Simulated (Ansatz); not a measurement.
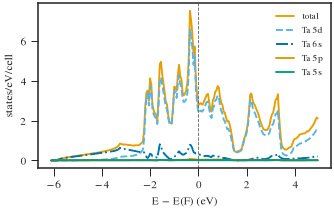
Figure. Total and projected density of states of Ta (diamond, space group No. 227), the program Ansatz at the r²SCAN level (PAW)

**Question.** Which orbitals carry the states next to the Fermi level?

**Answer.** Within 0.5 eV of the Fermi level: Ta 5d 88 %, Ta 6s 9 %. Projections are on Löwdin-orthogonalised atomic valence shells; empty p or d shells of many metals are not among them.

**Question.** Where is the tallest occupied peak in this window, and what makes it?

**Answer.** Near -0.3 eV, about 7.5 states/eV per cell; the largest projected share is Ta 5d.

Space group Fd-3m (diamond). The start of the workflow was typed in or built on a structure type; neither database checked (COD, Materials Project) lists it. It is not the phase usual at ambient conditions (space group No. 229). The r²SCAN relaxation kept the symmetry of its start; its stability against distortions is not shown here. No spin polarisation was allowed. Spin–orbit coupling is left out wherever it is not named.

Potentials: the earlier of the program's two PAW sets.
